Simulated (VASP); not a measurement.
Band structure of HgTe (zinc blende). All values below come from optB86b-vdW, VASP's PBE PAW potentials (set 64) (plane waves; VASP).

Unless said otherwise, spin-orbit coupling is left out, though it shifts the bands of the heavy elements here.

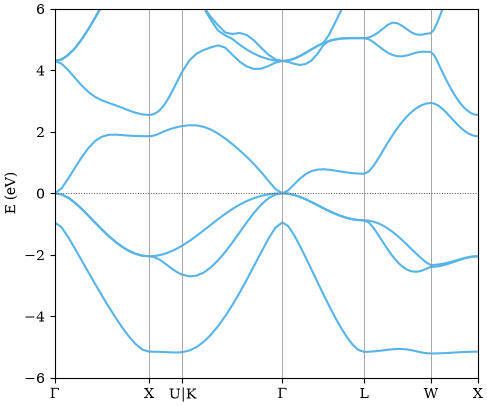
*Bands along high-symmetry lines, zero at the valence-band maximum or, without a gap, the Fermi level*

Task: Read the plot: is there a gap, and where are the band edges?

Result: It has no gap at this level: it comes out as a metal or semimetal. (Edges off the drawn lines would not show.)

The compound is HgTe in the zinc blende structure. It was relaxed first, which changed the volume by +6 %.
